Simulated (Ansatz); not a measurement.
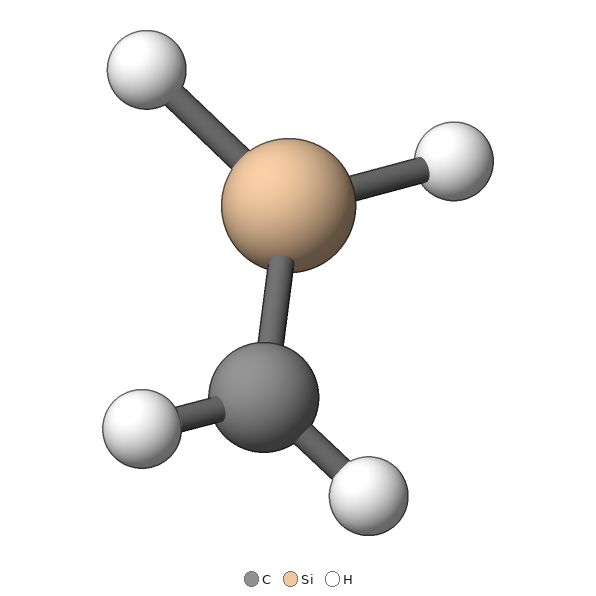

Geometry: moved along internal coordinates away from the minimum. Level of theory: RHF-CCSD(T), frozen core/def2-TZVPP (Ansatz 0.2.0).

**Estimate the T1 diagnostic.**

0.015.
